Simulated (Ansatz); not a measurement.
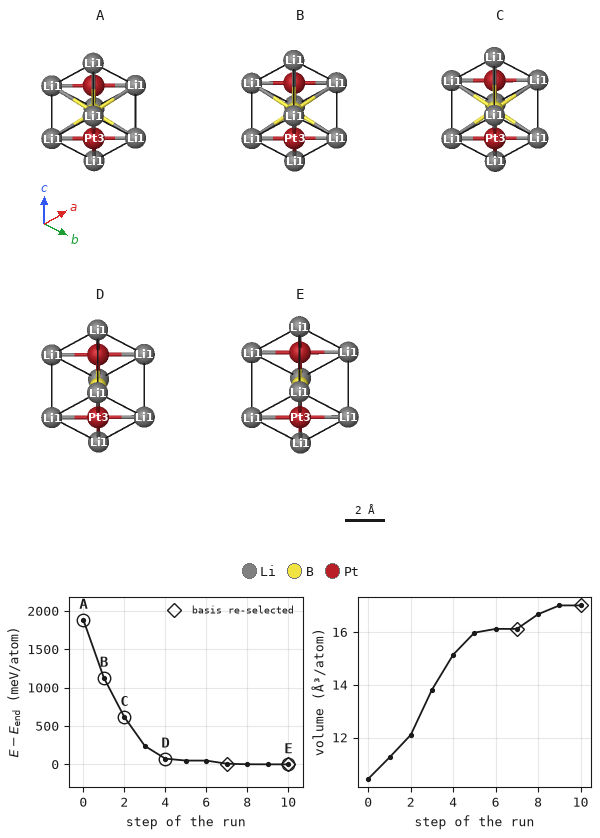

Frames of a relaxation of solid LiBPt (a generated structure, set up in P4/mmm) (coarse preliminary run), marked on the history of the run. A ball-and-stick model of the cell of the calculation, seen from a free direction.

The calculation used DFT PBE, scalar-relativistic, plane waves, PAW in Ansatz.

Input
```yaml
crystal:
  lattice:
    - [3.09605501, 0.0, 0.0]
    - [0.0, 3.09605501, 0.0]
    - [0.0, 0.0, 3.26539635]
  atoms:
    - { symbol: Li, position: [0.0, 0.0, 0.0] }
    - { symbol: B, position: [0.5, 0.5, 0.5] }
    - { symbol: Pt, position: [0.5, 0.5, 0.0] }
basis:
  ecutwfc: 420
kpoints:
  mp_grid: { grid: [6, 6, 6] }
hamiltonian:
  xc: pbe
scf:
  occupations: { method: gaussian, width: 0.1 }
  lower_state_search: "off"
output:
  forces: true
  stress: true
  eigenvalues: true
relax:
  adjacent_minimum: "off"
  f_tol: 0.04
  max_steps: 70
  cell: { stress_tol: 0.4 }
```

Launched with:
```bash
ansatz run input.yaml --threads 1 --pin off --max-ram 2560MiB --backend cpu --events-out ev --progress --plain --runs-dir out
```

What happens along the run?

After 8 accepted moves (10 points after the start) the energy has fallen by 1884 meV per atom. All forces vanish by symmetry, so only the cell relaxes. The pressure goes from 118.39 to −0.07 GPa. The SCF was repeated twice at an unchanged geometry on a basis and grid sized afresh for the cell, which shifted the energy by 40.4 meV per atom at most. No atom moves by more than 0.005 Å relative to the cell. The drawn cell changes as follows: a = b 3.096 → 3.566 Å (+15.2 %), c 3.265 → 4.015 Å (+22.9 %); the volume changes by +63.1 %. Some distances before and after: Li1–B2 2.731 → 3.223 Å, B2–Pt3 1.633 → 2.007 Å, Li1–Pt3 2.189 → 2.521 Å. The space group stays P4/mmm (No. 123). From step 0 to 1: volume +7.8 %, energy −756 meV per atom. From step 1 to 2: volume +7.6 %, energy −512 meV per atom. From step 2 to 4: volume +25.2 %, energy −542 meV per atom. From step 4 to 10: volume +12.3 %, energy −74.3 meV per atom.

```json
{"step": "0", "E − E(0), meV/atom": "0.00", "pressure, GPa": "118.39", "volume, Å³/atom": "10.434", "note": ""}
{"step": "1", "E − E(0), meV/atom": "-755.55", "pressure, GPa": "81.08", "volume, Å³/atom": "11.245", "note": ""}
{"step": "2", "E − E(0), meV/atom": "-1267.61", "pressure, GPa": "52.97", "volume, Å³/atom": "12.099", "note": ""}
{"step": "3", "E − E(0), meV/atom": "-1644.60", "pressure, GPa": "25.78", "volume, Å³/atom": "13.815", "note": ""}
{"step": "4", "E − E(0), meV/atom": "-1810.08", "pressure, GPa": "8.53", "volume, Å³/atom": "15.145", "note": ""}
{"step": "5", "E − E(0), meV/atom": "-1835.08", "pressure, GPa": "1.10", "volume, Å³/atom": "15.979", "note": ""}
{"step": "6", "E − E(0), meV/atom": "-1835.48", "pressure, GPa": "0.01", "volume, Å³/atom": "16.122", "note": ""}
{"step": "7", "E − E(0), meV/atom": "-1875.91", "pressure, GPa": "3.69", "volume, Å³/atom": "16.122", "note": "same geometry, new basis"}
{"step": "8", "E − E(0), meV/atom": "-1883.25", "pressure, GPa": "1.08", "volume, Å³/atom": "16.679", "note": ""}
{"step": "9", "E − E(0), meV/atom": "-1884.04", "pressure, GPa": "-0.05", "volume, Å³/atom": "17.013", "note": ""}
{"step": "10", "E − E(0), meV/atom": "-1884.42", "pressure, GPa": "-0.07", "volume, Å³/atom": "17.013", "note": "same geometry, new basis"}
```
